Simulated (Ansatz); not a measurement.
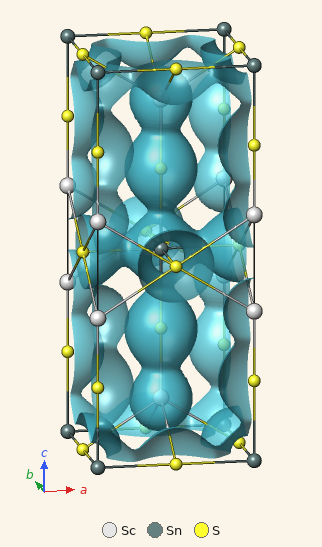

Figure 1: Sc2SnS4. Isosurface of the valence charge density (pseudo) at 0.3 e/Å³ (cyan), seen slightly off an axis. Sticks mark near contacts.

Space group I4/mmm; a structure from a database of computed crystals, not necessarily the ambient phase; started from the K2MgH4-139 prototype, which need not be the ambient phase.

Method: Ansatz 0.2.0, DFT, r2SCAN+rVV10, plane waves, PAW.

The density is the valence pseudo-density of a PAW calculation; it isn't the true density close to the nuclei.

### How is the density connected at this value?

At this value the density is joined into sheets; it holds about 80 % of the electrons treated as valence (semicore included). It bridges the sampled Sc–S (2.27 Å), Sn–S (2.53 Å) and Sn–S (2.61 Å) contacts, where the density stays above the isovalue. On the grid the lowest density along these lines, outside the cores, is 0.62 e/Å³ (Sc–S, 2.27 Å), 0.45 e/Å³ (Sn–S, 2.53 Å) and 0.39 e/Å³ (Sn–S, 2.61 Å).
